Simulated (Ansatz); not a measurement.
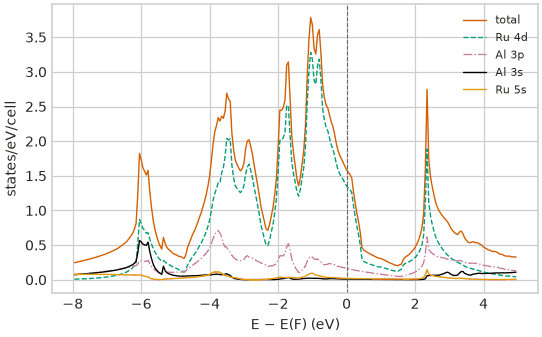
Figure: Total and projected density of states of AlRu (CsCl type, space group No. 221), DFT-PBEsol in the program Ansatz with PAW potentials

**Question.** Which orbitals carry the states next to the Fermi level?

**Answer.** Within 0.5 eV of the Fermi level: Ru 4d 84 %, Al 3p 11 %. Projections are on Löwdin-orthogonalised atomic valence shells; empty p or d shells of many metals are not among them.

**Question.** Where is the tallest occupied peak in this window, and what makes it?

**Answer.** Near -1.0 eV, about 3.8 states/eV per cell; the largest projected share is Ru 4d.

Space group Pm-3m (CsCl type). Symmetry was held in the PBEsol relaxation. No spin polarisation was allowed. Scalar-relativistic: spin–orbit coupling is off unless named, which matters more the heavier the elements.

Potentials: the later of the program's two PAW sets.
